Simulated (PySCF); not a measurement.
SMILES CC[Si](C)(N)OC at its GFN2-xTB optimised geometry (Å):

```
20

C      1.1656    -0.4520    -1.1819
C      0.5673    -1.2095     0.0000
Si    -1.3426    -1.2095     0.0000
C     -2.0183    -2.2020     1.4746
N     -1.8948    -1.9627    -1.4489
O     -1.9215     0.3302     0.0000
C     -1.7403     1.3360     0.9546
H      0.7871     0.5672    -1.2175
H      2.2520    -0.4115    -1.1115
H      0.9036    -0.9423    -2.1160
H      0.9451    -2.2310    -0.0100
H      0.9323    -0.7581     0.9253
H     -3.0956    -2.0905     1.5516
H     -1.8034    -3.2592     1.3730
H     -1.5872    -1.8686     2.4139
H     -2.8719    -2.1980    -1.5112
H     -1.5922    -1.5696    -2.3253
H     -0.6796     1.5597     1.0922
H     -2.2520     2.2310     0.5977
H     -2.1639     1.0398     1.9174
```

Computed with PySCF 2.14.0 with CAM-B3LYP/def2-SVP. Cells within 0.4 Å of a nucleus heavier than hydrogen are left out (blank, or x).

Map of the HOMO−1 amplitude (bohr^(-3/2)) on the plane z = 0.0 Å; orbital energy -8.71 eV, overall sign arbitrary:

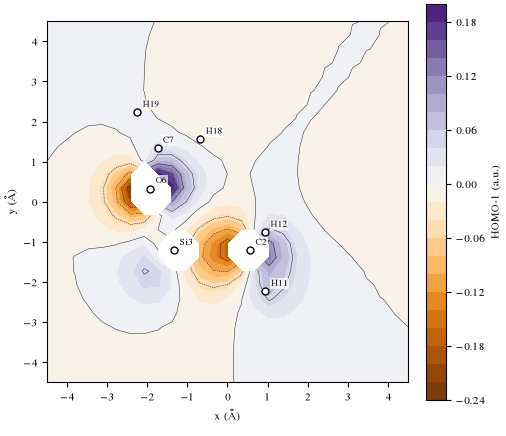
*HOMO−1 amplitude (bohr^(-3/2)) on the plane z = 0.0 Å.*
